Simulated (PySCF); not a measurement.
**AlHSCl (SMILES [SH][Al][Cl]): UB3LYP/STO-3G**

What is the vertical doublet–quartet gap of AlHSCl at UB3LYP/STO-3G? 

Program for the calculation: PySCF 2.14.0.

8 further runs of the same task are left out: 8 set aside as unsound or not needed.

### 1 Starting point

AlHSCl: 4 atoms, total charge 0, spin state doublet. SMILES: `[SH][Al][Cl]`. Geometry: relaxed at PBE0-D4/def2-TZVP.

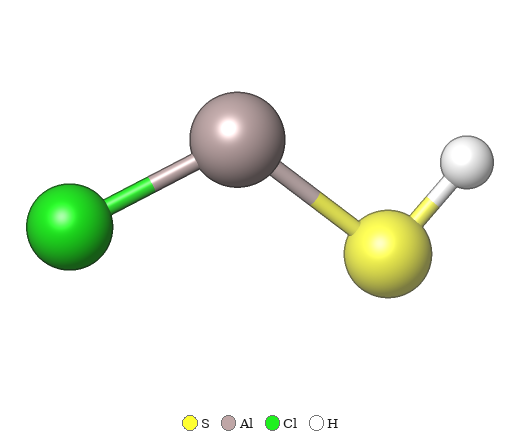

The structure, seen from a chosen angle (sulfur yellow, aluminium light grey, chlorine green, hydrogen white).

### 2 The energy at UB3LYP/STO-3G

File run.py:

```python
# [SH][Al][Cl]
from pyscf import gto, dft

mol = gto.M(
    atom='''
S      0.831102     1.861191    -1.407279
Al    -0.744741    -0.993807     1.151032
Cl     0.427456    -4.738299     0.474321
H     -0.408937     3.756965    -0.256247
''',
    basis='sto-3g',
    unit='bohr',
    spin=1,
    max_memory=1860,
    verbose=3,
    charge=0,
)

myscf = dft.UKS(mol, xc='b3lyp')
myscf.conv_tol = 1e-10
myscf.grids.level = 5
myscf.kernel()
if not myscf.converged:
    myscf = myscf.newton().run(myscf.mo_coeff, myscf.mo_occ)

etot = myscf.e_tot
print('Final energy', etot)
```

The run is started by

```bash
$ OMP_NUM_THREADS=1 python run.py
```

What it wrote:

```text
converged SCF energy = -1089.12902012904  <S^2> = 0.75245528  2S+1 = 2.0024538
Final energy -1089.1290201290449
```

Run time: 5.4 s. Hardware: 1 thread of Arm Neoverse V2, shared host; peak memory 0.24 GiB.

### 3 The quartet, same level

File calc.py:

```python
from pyscf import gto, dft

mol = gto.M(
    atom='S 0.439800 0.984900 -0.744700; Al -0.394100 -0.525900 0.609100; Cl 0.226200 -2.507400 0.251000; H -0.216400 1.988100 -0.135600',
    max_memory=1860,
    verbose=4,
    basis='sto-3g',
    charge=0,
    spin=3,
)

myscf = dft.UKS(mol, xc='b3lyp')
myscf.conv_tol = 1e-10
myscf.grids.level = 5
myscf.kernel()
if not myscf.converged:
    myscf = myscf.newton().run(myscf.mo_coeff, myscf.mo_occ)

etot = myscf.e_tot
print(f'total energy: {etot:.8f} hartree')
```

The run is started by

```bash
$ OMP_NUM_THREADS=1 python calc.py
```

What it wrote:

```text
PySCF version 2.14.0

[INPUT] num. atoms = 4
[INPUT] num. electrons = 47
[INPUT] charge = 0
[INPUT] spin (= nelec alpha-beta = 2S) = 3
[INPUT] symmetry False subgroup None
[INPUT] Mole.unit = angstrom
[INPUT] Symbol           X                Y                Z      unit          X                Y                Z       unit  Magmom
[INPUT]  1 S      0.439800000000   0.984900000000  -0.744700000000 AA    0.831101549584   1.861191260084  -1.407279044964 Bohr   0.0
[INPUT]  2 Al    -0.394100000000  -0.525900000000   0.609100000000 AA   -0.744741065691  -0.993806968909   1.151032182473 Bohr   0.0
[INPUT]  3 Cl     0.226200000000  -2.507400000000   0.251000000000 AA    0.427456049377  -4.738299284734   0.474321257266 Bohr   0.0
[INPUT]  4 H     -0.216400000000   1.988100000000  -0.135600000000 AA   -0.408936733356   3.756964508248  -0.256246862491 Bohr   0.0

nuclear repulsion = 156.154884413321
number of shells = 16
number of NR pGTOs = 84
number of NR cGTOs = 28
basis = sto-3g
ecp = {}

[... 34 lines left out ...]
[... the frontier-level lines of each cycle are left out ...]
[... 5 lines left out ...]
[... 5 lines left out ...]
[... 5 lines left out ...]
[... 5 lines left out ...]
[... 5 lines left out ...]
[... 5 lines left out ...]
[... 5 lines left out ...]
[... 1 line left out ...]
cycle= 8 E= -1088.88921763419  delta_E= 3.26e-05  |g|= 0.00557  |ddm|= 0.0371


cycle= 9 E= -1088.88926663138  delta_E= -4.9e-05  |g|= 0.00014  |ddm|= 0.0214


cycle= 10 E= -1088.88926649221  delta_E= 1.39e-07  |g|= 0.000334  |ddm|= 0.00123


cycle= 11 E= -1088.88926666573  delta_E= -1.74e-07  |g|= 4.95e-05  |ddm|= 0.00146


cycle= 12 E= -1088.88926666955  delta_E= -3.82e-09  |g|= 5.87e-06  |ddm|= 0.000165


cycle= 13 E= -1088.88926666961  delta_E= -5.43e-11  |g|= 1.75e-07  |ddm|= 2.16e-05


Extra cycle  E= -1088.8892666696  delta_E= 9.09e-13  |g|= 3.53e-07  |ddm|= 3.78e-06
converged SCF energy = -1088.8892666696  <S^2> = 3.7510323  2S+1 = 4.0005161
total energy: -1088.88926667 hartree
```

It took 6.3 s on 1 thread of Arm Neoverse V2, shared host; peak memory 0.24 GiB.

### 4 Summary of results

Level: UB3LYP/STO-3G.

```
                                        quantity           value
                           doublet: total energy  -1089.12902 Eh
                          doublet: dipole moment          4.01 D
     doublet: HOMO energy (highest over α and β)        -2.51 eV
      doublet: LUMO energy (lowest over α and β)         0.50 eV
                                   doublet: ⟨S²⟩           0.752
                           quartet: total energy  -1088.88927 Eh
                          quartet: dipole moment          5.81 D
                                   quartet: ⟨S²⟩           3.751
vertical energy of the quartet above the doublet        6.524 eV
```

**Reading.** At this shape the quartet lies 6.52 eV (150 kcal/mol) above the doublet. In a minimal basis such a difference can be off by several eV, whatever the method. Mulliken charges (doublet) run from -0.46 on Cl3 to +0.62 on Al2. Mulliken charges (quartet) run from -0.43 on Cl3 to +0.23 on Al2.
